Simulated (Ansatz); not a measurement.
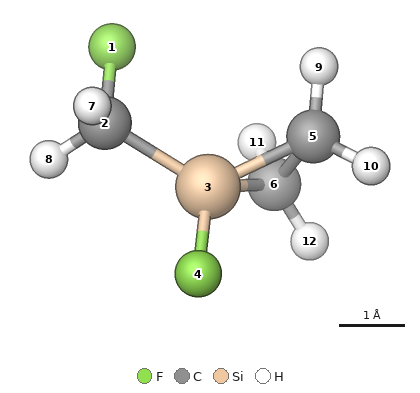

The starting structure (ball-and-stick view, seen at a tilt; atoms are numbered from 1 in the order of the input).

Molecular dynamics, with input and output: C$_{3}$H$_{6}$F$_{2}$Si (part 1 of 2)

System: C$_{3}$H$_{6}$F$_{2}$Si.
Method: RKS r2SCAN-d3bjatm/def2-SVP (Ansatz 0.2.0).

The geometry comes from this level: PBE0-D4/def2-TZVP. Figures and captions count atoms from 1; the log counts them from 0 in places.

Output
```
Functional definition: r2SCAN
  name "r2SCAN"
  cite "Furness, Kaplan, Ning, Perdew & Sun, J. Phys. Chem. Lett. 11, 8208 (2020) doi:10.1021/acs.jpclett.0c02405"
  cite "Furness, Kaplan, Ning, Perdew & Sun, J. Phys. Chem. Lett. 11, 9248 (2020) doi:10.1021/acs.jpclett.0c03077"
  parent r2scan
  parameter k0 = 0.174
  parameter k1 = 0.065
  parameter a1 = 4.9479
  exchange = r2scan_x(k0 = k0, k1 = k1, a1 = a1)
  correlation = r2scan_c
1314 factors; their error is unknown
mean field evaluation 1: about -16495.9037 eV, gradient 6.6e1 eV
mean field evaluation 2: about -16483.9335 eV, gradient 9.1e1 eV
mean field evaluation 4: about -16506.3147 eV, gradient 6.1e0 eV
mean field evaluation 8: about -16506.3046 eV, gradient 2.9e-1 eV
mean field evaluation 16: about -16506.3048 eV, gradient 3.8e-5 eV
mean field -16506.30477231 eV, -606.5955120071 hartree, gradient 3.8e-5 eV, S^2 0.000000; 0 other end points of the search recorded, 0 dependent functions left out
the calculation of the forces begins
reference -16506.30478187 eV, -606.5955123584 hartree; 28, 28 occupied and 90, 90 virtual orbitals, 1314 factors
md step     0: t =     0.00 fs  T =   641.7 K  F+E_penalty+E_count = -16506.37272422 eV  E_kin = 0.995302 eV  (27 SCF iters)
these checks for a lower state are left out or cut short: starts, cluster_reference, orbital_swaps, neighbouring_geometries, increment
1314 factors; their error is unknown
mean field -16506.24711927 eV, -606.5933932972 hartree, gradient 2.1e-5 eV, S^2 0.000000; 0 other end points of the search recorded, 0 dependent functions left out
the calculation of the forces begins
reference -16506.24712889 eV, -606.5933936507 hartree; 28, 28 occupied and 90, 90 virtual orbitals, 1314 factors
md step     1: t =     1.00 fs  T =   612.7 K  F+E_penalty+E_count = -16506.31505465 eV  E_kin = 0.950379 eV  (31 SCF iters, 3 dispersion substeps)
[... from here on the SCF iterations and repeated set-up lines of each step are left out, up to the last step ...]
md step     2: t =     2.00 fs  T =   526.4 K  F+E_penalty+E_count = -16506.19346635 eV  E_kin = 0.816438 eV  (31 SCF iters, 3 dispersion substeps)
md step     3: t =     3.00 fs  T =   453.6 K  F+E_penalty+E_count = -16506.09885781 eV  E_kin = 0.703533 eV  (30 SCF iters, 3 dispersion substeps)
md step     4: t =     4.00 fs  T =   432.6 K  F+E_penalty+E_count = -16506.03967494 eV  E_kin = 0.671081 eV  (30 SCF iters, 3 dispersion substeps)
md step     5: t =     5.00 fs  T =   409.6 K  F+E_penalty+E_count = -16505.97346707 eV  E_kin = 0.635382 eV  (31 SCF iters, 3 dispersion substeps)
md step     6: t =     6.00 fs  T =   355.9 K  F+E_penalty+E_count = -16505.86903418 eV  E_kin = 0.552069 eV  (31 SCF iters, 3 dispersion substeps)
md step     7: t =     7.00 fs  T =   317.2 K  F+E_penalty+E_count = -16505.76298285 eV  E_kin = 0.492014 eV  (32 SCF iters, 3 dispersion substeps)
md step     8: t =     8.00 fs  T =   306.6 K  F+E_penalty+E_count = -16505.71012355 eV  E_kin = 0.475632 eV  (32 SCF iters, 3 dispersion substeps)
md step     9: t =     9.00 fs  T =   351.7 K  F+E_penalty+E_count = -16505.74545057 eV  E_kin = 0.545536 eV  (32 SCF iters, 3 dispersion substeps)
md step    10: t =    10.00 fs  T =   391.1 K  F+E_penalty+E_count = -16505.82475484 eV  E_kin = 0.606675 eV  (32 SCF iters, 3 dispersion substeps)
md step    11: t =    11.00 fs  T =   391.9 K  F+E_penalty+E_count = -16505.86703804 eV  E_kin = 0.607931 eV  (32 SCF iters, 3 dispersion substeps)
md step    12: t =    12.00 fs  T =   400.7 K  F+E_penalty+E_count = -16505.87574714 eV  E_kin = 0.621550 eV  (32 SCF iters, 3 dispersion substeps)
md step    13: t =    13.00 fs  T =   446.1 K  F+E_penalty+E_count = -16505.91280469 eV  E_kin = 0.691909 eV  (32 SCF iters, 3 dispersion substeps)
md step    14: t =    14.00 fs  T =   467.2 K  F+E_penalty+E_count = -16505.98088636 eV  E_kin = 0.724685 eV  (32 SCF iters, 3 dispersion substeps)
md step    15: t =    15.00 fs  T =   554.1 K  F+E_penalty+E_count = -16506.04961546 eV  E_kin = 0.859477 eV  (32 SCF iters, 3 dispersion substeps)
md step    16: t =    16.00 fs  T =   610.7 K  F+E_penalty+E_count = -16506.07241243 eV  E_kin = 0.947206 eV  (31 SCF iters, 3 dispersion substeps)
md step    17: t =    17.00 fs  T =   623.0 K  F+E_penalty+E_count = -16506.02486210 eV  E_kin = 0.966293 eV  (30 SCF iters, 3 dispersion substeps)
md step    18: t =    18.00 fs  T =   623.8 K  F+E_penalty+E_count = -16505.96168585 eV  E_kin = 0.967646 eV  (31 SCF iters, 3 dispersion substeps)
md step    19: t =    19.00 fs  T =   647.5 K  F+E_penalty+E_count = -16505.95838775 eV  E_kin = 1.004401 eV  (31 SCF iters, 3 dispersion substeps)
md step    20: t =    20.00 fs  T =   718.2 K  F+E_penalty+E_count = -16505.99674871 eV  E_kin = 1.113973 eV  (31 SCF iters, 3 dispersion substeps)
md step    21: t =    21.00 fs  T =   666.3 K  F+E_penalty+E_count = -16505.96045082 eV  E_kin = 1.033465 eV  (31 SCF iters, 3 dispersion substeps)
md step    22: t =    22.00 fs  T =   607.8 K  F+E_penalty+E_count = -16505.81353994 eV  E_kin = 0.942807 eV  (31 SCF iters, 3 dispersion substeps)
md step    23: t =    23.00 fs  T =   517.1 K  F+E_penalty+E_count = -16505.63921445 eV  E_kin = 0.802152 eV  (31 SCF iters, 3 dispersion substeps)
md step    24: t =    24.00 fs  T =   479.4 K  F+E_penalty+E_count = -16505.57336877 eV  E_kin = 0.743680 eV  (31 SCF iters, 3 dispersion substeps)
md step    25: t =    25.00 fs  T =   517.4 K  F+E_penalty+E_count = -16505.59145042 eV  E_kin = 0.802532 eV  (31 SCF iters, 3 dispersion substeps)
md step    26: t =    26.00 fs  T =   560.1 K  F+E_penalty+E_count = -16505.59713544 eV  E_kin = 0.868856 eV  (31 SCF iters, 3 dispersion substeps)
md step    27: t =    27.00 fs  T =   557.4 K  F+E_penalty+E_count = -16505.55672733 eV  E_kin = 0.864656 eV  (31 SCF iters, 3 dispersion substeps)
md step    28: t =    28.00 fs  T =   549.8 K  F+E_penalty+E_count = -16505.49796836 eV  E_kin = 0.852855 eV  (30 SCF iters, 3 dispersion substeps)
md step    29: t =    29.00 fs  T =   581.3 K  F+E_penalty+E_count = -16505.50716753 eV  E_kin = 0.901645 eV  (31 SCF iters, 3 dispersion substeps)
these checks for a lower state are left out or cut short: starts, cluster_reference, orbital_swaps, neighbouring_geometries, increment
1314 factors; their error is unknown
mean field -16505.56423555 eV, -606.5682977831 hartree, gradient 1.9e-5 eV, S^2 0.000000; 0 other end points of the search recorded, 0 dependent functions left out
the calculation of the forces begins
reference -16505.56424512 eV, -606.5682981350 hartree; 28, 28 occupied and 90, 90 virtual orbitals, 1314 factors
1314 factors; their error is unknown
mean field evaluation 256: about -16505.6527 eV, gradient 1.3e-1 eV
mean field -16505.56423555 eV, -606.5682977831 hartree, gradient 2.5e-5 eV, S^2 0.000000; 1 other end points of the search recorded, 0 dependent functions left out
the calculation of the forces begins
reference -16505.56424512 eV, -606.5682981350 hartree; 28, 28 occupied and 90, 90 virtual orbitals, 1314 factors
md step    30: t =    30.00 fs  T =   684.5 K  F+E_penalty+E_count = -16505.63163345 eV  E_kin = 1.061812 eV  (32 SCF iters, 3 dispersion substeps)
```

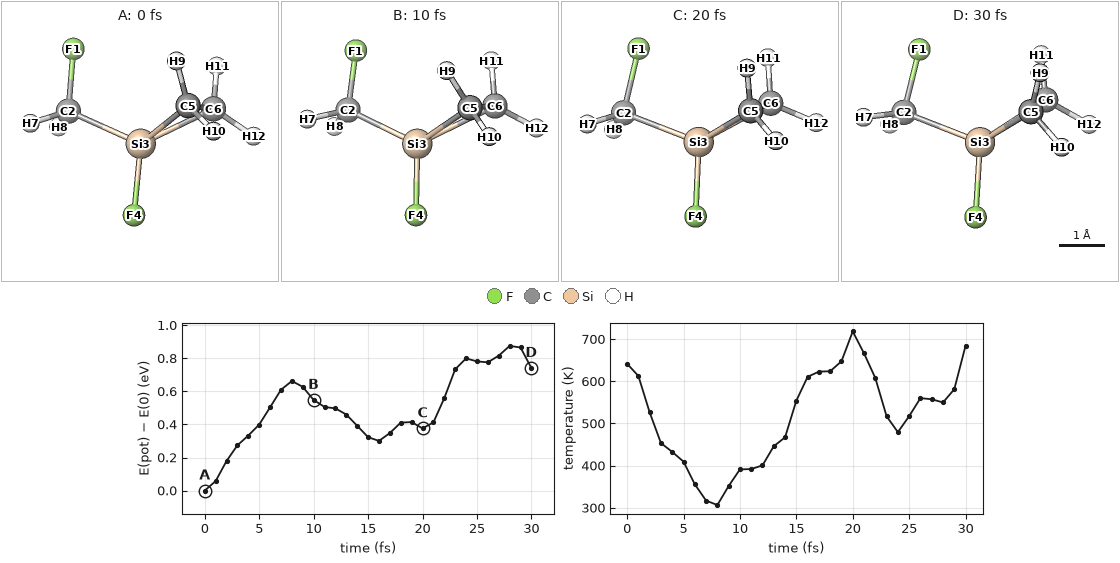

Frames of the molecular dynamics (ball-and-stick, seen at a tilt) above the curves, on which the letters mark them. The trajectory kept here has 31 frames over 30 fs. The temperature starts at 642 K, ranges from 307 to 718 K and averages 594 K over the second half. The potential energy ends 0.741 eV above its first value. After an unweighted best fit of the last frame on the first, the root-mean-square displacement is 0.28 Å, and H9 has moved furthest (0.51 Å).

```
Total energy: -16505.63164302 eV, -606.5707749621 hartree
Atom 0 at     0.567959    -1.704069     1.244485 Å, force     0.357871    -0.147984    -0.715742 eV/Å
Atom 1 at     0.761099    -1.775301    -0.182202 Å, force     0.165991     0.301022     1.162146 eV/Å
Atom 2 at     0.028533    -0.044149    -0.634085 Å, force     2.364997    -1.027318    -1.896258 eV/Å
Atom 3 at     0.081381     0.127636    -2.298095 Å, force    -0.459728    -0.188540     1.246664 eV/Å
Atom 4 at     0.223085     1.589397     0.207003 Å, force    -1.184857    -1.465969    -0.829741 eV/Å
Atom 5 at    -1.091714     0.746405     0.459561 Å, force    -2.887184     2.122579    -2.083746 eV/Å
Atom 6 at     1.864368    -1.941172    -0.372320 Å, force    -0.875285     0.252265     0.042377 eV/Å
Atom 7 at     0.208195    -2.689024    -0.506042 Å, force     0.128051     0.547321    -0.247319 eV/Å
Atom 8 at     0.536898     2.028781     1.105513 Å, force     1.359774     0.526586     1.368256 eV/Å
Atom 9 at    -0.109271     2.332058    -0.494778 Å, force     0.389036     0.823695    -0.720675 eV/Å
Atom 10 at    -1.171311     0.378024     1.439879 Å, force    -0.418351    -0.768147     1.574825 eV/Å
Atom 11 at    -2.023397     1.273938     0.016838 Å, force     1.059686    -0.975510     1.099213 eV/Å
Dipole moment:    -0.066142    -0.107322     0.017748 e Å
```

Trajectory as extended XYZ (Å, eV, eV/Å), 31 frames, from step=0 to step=30
```
12
Properties=species:S:1:pos:R:3:forces:R:3 step=0 time_fs=0.0 energy=-16506.37272 temperature=641.7
F     0.6211   -1.7569    1.3782   -0.0539   0.0943   0.1453
C     0.7438   -1.7359   -0.0044   -0.1150   0.2181   0.2217
Si    0.1028   -0.0864   -0.6449    0.0581  -0.3230   0.8461
F     0.2533   -0.0853   -2.2354    0.0976   0.0248  -1.1382
C     0.2205    1.4576    0.3010   -0.1204  -0.1150  -0.0380
C    -1.2322    0.8392    0.1635    0.1696   0.0110  -0.0153
H     1.7970   -1.8853   -0.2634    0.3299  -0.0681  -0.1506
H     0.1749   -2.5751   -0.4178   -0.1512  -0.2739  -0.1960
H     0.6356    1.4601    1.3042    0.1602   0.0075   0.3680
H     0.3629    2.4060   -0.2082    0.0666   0.3506  -0.1741
H    -1.6757    0.4747    1.0851   -0.1714  -0.1324   0.3378
H    -1.9269    1.4320   -0.4239   -0.2700   0.2060  -0.2065
12
Properties=species:S:1:pos:R:3:forces:R:3 step=1 time_fs=1.0 energy=-16506.31505 temperature=612.7
F     0.6202   -1.7569    1.3707   -0.1921   0.1572   0.6588
C     0.7434   -1.7330    0.0012   -0.6079  -0.3115  -0.0943
Si    0.1089   -0.0935   -0.6489   -0.3426   0.1546   1.3445
F     0.2484   -0.0759   -2.2314    0.1327  -0.0120  -1.4862
C     0.2181    1.4613    0.3001    0.1337   0.2220  -0.2436
C    -1.2395    0.8425    0.1689    0.9840  -1.0327   1.2289
H     1.7849   -1.8967   -0.2328    0.8585  -0.0817  -0.4025
H     0.1801   -2.5919   -0.4142    0.0069   0.0846  -0.1030
H     0.6838    1.4388    1.2973   -0.1821   0.1334  -0.0652
H     0.3775    2.4122   -0.2442   -0.0235  -0.2367   0.2579
H    -1.6657    0.4716    1.1212    0.1191   0.0519  -0.2887
H    -1.9521    1.3940   -0.3862   -0.8865   0.8710  -0.8067
12
Properties=species:S:1:pos:R:3:forces:R:3 step=2 time_fs=2.0 energy=-16506.19347 temperature=526.4
F     0.6191   -1.7559    1.3624   -0.3367   0.2049   1.2409
C     0.7416   -1.7303    0.0071   -0.7342  -0.7330  -0.5177
Si    0.1148   -0.0997   -0.6519   -0.6931   0.5684   1.7602
F     0.2429   -0.0663   -2.2276    0.1584  -0.0418  -1.7880
C     0.2154    1.4653    0.2997    0.3470   0.3520  -0.4324
C    -1.2461    0.8438    0.1758    1.5307  -1.6650   2.0325
H     1.7791   -1.9060   -0.2079    1.0984  -0.0738  -0.5717
H     0.1846   -2.6043   -0.4108    0.0978   0.3280  -0.0522
H     0.7278    1.4192    1.2870   -0.4875   0.2525  -0.3560
H     0.3912    2.4136   -0.2749   -0.1015  -0.5931   0.5660
H    -1.6562    0.4686    1.1550    0.3238   0.1850  -0.7759
H    -1.9846    1.3605   -0.3553   -1.2030   1.2159  -1.1058
12
Properties=species:S:1:pos:R:3:forces:R:3 step=3 time_fs=3.0 energy=-16506.09886 temperature=453.6
F     0.6168   -1.7541    1.3539   -0.4676   0.2425   1.8232
C     0.7394   -1.7283    0.0117   -0.5343  -1.0177  -0.9386
Si    0.1201   -0.1050   -0.6536   -0.9848   0.9326   2.0533
F     0.2368   -0.0572   -2.2246    0.1710  -0.0657  -2.0111
C     0.2122    1.4701    0.2994    0.5124   0.2505  -0.5509
C    -1.2517    0.8437    0.1848    1.5257  -1.7075   2.1023
H     1.7794   -1.9143   -0.1887    1.0749  -0.0354  -0.6686
H     0.1891   -2.6108   -0.4065    0.1072   0.4186  -0.0695
H     0.7690    1.4063    1.2705   -0.7365   0.3282  -0.4721
H     0.4048    2.4087   -0.2945   -0.1629  -0.6710   0.6698
H    -1.6450    0.4668    1.1805    0.4060   0.2271  -0.9879
H    -2.0262    1.3378   -0.3324   -0.9110   1.0979  -0.9497
12
Properties=species:S:1:pos:R:3:forces:R:3 step=4 time_fs=4.0 energy=-16506.03967 temperature=432.6
F     0.6134   -1.7521    1.3455   -0.5889   0.2711   2.3733
C     0.7363   -1.7273    0.0149    0.0073  -1.1623  -1.3191
Si    0.1240   -0.1096   -0.6548   -1.2298   1.2851   2.2694
F     0.2307   -0.0484   -2.2222    0.1745  -0.0878  -2.1817
C     0.2083    1.4765    0.2984    0.5990  -0.0400  -0.6093
C    -1.2573    0.8429    0.1951    1.0911  -1.3157   1.5490
H     1.7869   -1.9201   -0.1734    0.7668   0.0398  -0.7051
H     0.1945   -2.6120   -0.4013    0.0425   0.3514  -0.1535
H     0.8037    1.3995    1.2489   -0.9070   0.3627  -0.4373
H     0.4180    2.4013   -0.3033   -0.2086  -0.5521   0.6005
H    -1.6308    0.4662    1.1949    0.3675   0.1794  -0.9051
H    -2.0758    1.3265   -0.3166   -0.1144   0.6684  -0.4810
12
Properties=species:S:1:pos:R:3:forces:R:3 step=5 time_fs=5.0 energy=-16505.97347 temperature=409.6
F     0.6100   -1.7499    1.3378   -0.6847   0.2761   2.8324
C     0.7322   -1.7280    0.0169    0.8348  -1.2279  -1.6856
Si    0.1264   -0.1141   -0.6555   -1.4387   1.6178   2.3746
F     0.2242   -0.0399   -2.2211    0.1724  -0.1105  -2.2674
C     0.2043    1.4835    0.2972    0.5169  -0.4867  -0.6996
C    -1.2625    0.8436    0.2062    0.5452  -0.7712   0.6472
H     1.8022   -1.9259   -0.1660    0.1784   0.1622  -0.6613
H     0.2016   -2.6120   -0.3986   -0.0656   0.2059  -0.2430
H     0.8286    1.3963    1.2211   -0.9223   0.3623  -0.1775
H     0.4280    2.3906   -0.3038   -0.2084  -0.2467   0.3726
H    -1.6116    0.4653    1.1987    0.2199   0.0531  -0.5455
H    -2.1298    1.3258   -0.3034    0.8522   0.1656   0.0531
12
Properties=species:S:1:pos:R:3:forces:R:3 step=6 time_fs=6.0 energy=-16505.86903 temperature=355.9
F     0.6064   -1.7464    1.3313   -0.7352   0.2623   3.1275
C     0.7277   -1.7302    0.0166    1.5767  -1.2142  -1.9279
Si    0.1281   -0.1181   -0.6552   -1.6219   1.9062   2.3547
F     0.2176   -0.0314   -2.2208    0.1649  -0.1343  -2.2758
C     0.2005    1.4895    0.2953    0.3289  -1.0175  -0.7253
C    -1.2672    0.8448    0.2180    0.2834  -0.3149  -0.2885
H     1.8163   -1.9333   -0.1665   -0.3537   0.2737  -0.5842
H     0.2075   -2.6115   -0.3984   -0.1960   0.0265  -0.3220
H     0.8469    1.3918    1.1913   -0.8429   0.3492   0.1703
H     0.4345    2.3781   -0.2995   -0.1602   0.1842   0.0422
H    -1.5877    0.4624    1.1964   -0.0017  -0.1367   0.0197
H    -2.1751    1.3286   -0.2878    1.5578  -0.1844   0.4093
12
Properties=species:S:1:pos:R:3:forces:R:3 step=7 time_fs=7.0 energy=-16505.76298 temperature=317.2
F     0.6024   -1.7422    1.3262   -0.7302   0.2386   3.1862
C     0.7250   -1.7331    0.0131    2.0405  -1.1231  -1.9439
Si    0.1300   -0.1216   -0.6540   -1.7871   2.1531   2.2506
F     0.2110   -0.0230   -2.2210    0.1508  -0.1597  -2.2298
C     0.1971    1.4943    0.2922    0.1113  -1.5406  -0.6610
C    -1.2718    0.8457    0.2307    0.3590  -0.0353  -1.0618
H     1.8255   -1.9387   -0.1728   -0.6720   0.3319  -0.5025
H     0.2112   -2.6098   -0.4003   -0.3169  -0.1589  -0.3935
H     0.8633    1.3871    1.1618   -0.7445   0.3274   0.4980
H     0.4361    2.3682   -0.2930   -0.0855   0.6427  -0.3185
H    -1.5654    0.4580    1.1944   -0.2126  -0.3454   0.6259
H    -2.2039    1.3272   -0.2688    1.8871  -0.3307   0.5504
12
Properties=species:S:1:pos:R:3:forces:R:3 step=8 time_fs=8.0 energy=-16505.71012 temperature=306.6
F     0.5982   -1.7376    1.3223   -0.6862   0.1892   3.0564
C     0.7243   -1.7365    0.0078    2.2158  -1.0727  -1.8834
Si    0.1311   -0.1243   -0.6522   -1.9104   2.3366   2.0954
F     0.2043   -0.0143   -2.2217    0.1310  -0.1849  -2.1311
C     0.1945    1.4980    0.2888   -0.1257  -1.8877  -0.6906
C    -1.2755    0.8473    0.2439    0.6523  -0.0253  -1.3916
H     1.8284   -1.9444   -0.1850   -0.7882   0.3695  -0.4009
H     0.2170   -2.6120   -0.4088   -0.3965  -0.2294  -0.3803
H     0.8750    1.3870    1.1340   -0.5848   0.2828   0.8522
H     0.4349    2.3645   -0.2869   -0.0362   0.9686  -0.5963
H    -1.5469    0.4528    1.2007   -0.3209  -0.4560   0.9589
H    -2.2128    1.3203   -0.2468    1.8498  -0.2908   0.5110
12
Properties=species:S:1:pos:R:3:forces:R:3 step=9 time_fs=9.0 energy=-16505.74545 temperature=351.7
F     0.5946   -1.7321    1.3196   -0.6089   0.1123   2.7650
C     0.7242   -1.7401    0.0006    2.0342  -1.1431  -1.8019
Si    0.1313   -0.1257   -0.6494   -1.9938   2.4564   1.8734
F     0.1975   -0.0054   -2.2229    0.1079  -0.2107  -1.9646
C     0.1925    1.5013    0.2852   -0.2223  -1.7862  -0.9210
C    -1.2787    0.8486    0.2565    1.1533  -0.3353  -1.0945
H     1.8224   -1.9483   -0.2032   -0.6792   0.3706  -0.2951
H     0.2214   -2.6202   -0.4246   -0.3778  -0.0922  -0.2377
H     0.8824    1.3912    1.1130   -0.4350   0.2435   1.1222
H     0.4363    2.3727   -0.2881   -0.1084   0.8409  -0.5658
H    -1.5323    0.4439    1.2183   -0.2927  -0.3744   0.8243
H    -2.2020    1.3103   -0.2219    1.4227  -0.0817   0.2957
12
Properties=species:S:1:pos:R:3:forces:R:3 step=10 time_fs=10.0 energy=-16505.82476 temperature=391.1
F     0.5917   -1.7273    1.3177   -0.4957   0.0269   2.3143
C     0.7258   -1.7444   -0.0095    1.4342  -1.2712  -1.6235
Si    0.1303   -0.1258   -0.6462   -2.0432   2.4966   1.6210
F     0.1903    0.0034   -2.2248    0.0859  -0.2335  -1.7583
C     0.1906    1.5046    0.2805   -0.1170  -1.3566  -1.1727
C    -1.2810    0.8496    0.2677    1.8620  -0.9439  -0.2439
H     1.8080   -1.9468   -0.2247   -0.3020   0.2984  -0.2251
H     0.2207   -2.6332   -0.4444   -0.2480   0.2157  -0.0120
H     0.8849    1.3987    1.1023   -0.3778   0.2381   1.1947
H     0.4393    2.3898   -0.2984   -0.2700   0.3583  -0.2828
H    -1.5236    0.4311    1.2447   -0.1533  -0.1161   0.2873
H    -2.1780    1.3005   -0.1942    0.6249   0.2872  -0.0992
12
Properties=species:S:1:pos:R:3:forces:R:3 step=11 time_fs=11.0 energy=-16505.86704 temperature=391.9
F     0.5887   -1.7243    1.3167   -0.3602  -0.0721   1.7702
C     0.7291   -1.7500   -0.0211    0.6544  -1.2576  -1.3534
Si    0.1276   -0.1249   -0.6433   -2.0354   2.4411   1.3838
F     0.1829    0.0110   -2.2276    0.0649  -0.2502  -1.5378
C     0.1886    1.5075    0.2750    0.1331  -0.9145  -1.2203
C    -1.2813    0.8500    0.2774    2.7129  -1.7118   0.8587
H     1.7924   -1.9409   -0.2482    0.2133   0.1856  -0.1765
H     0.2198   -2.6452   -0.4676   -0.1185   0.4862   0.2114
H     0.8825    1.4088    1.1039   -0.4446   0.2678   1.0355
H     0.4389    2.4085   -0.3126   -0.4187  -0.1512   0.0394
H    -1.5178    0.4179    1.2759    0.0194   0.2047  -0.3987
H    -2.1492    1.2934   -0.1649   -0.4206   0.7721  -0.6123
```
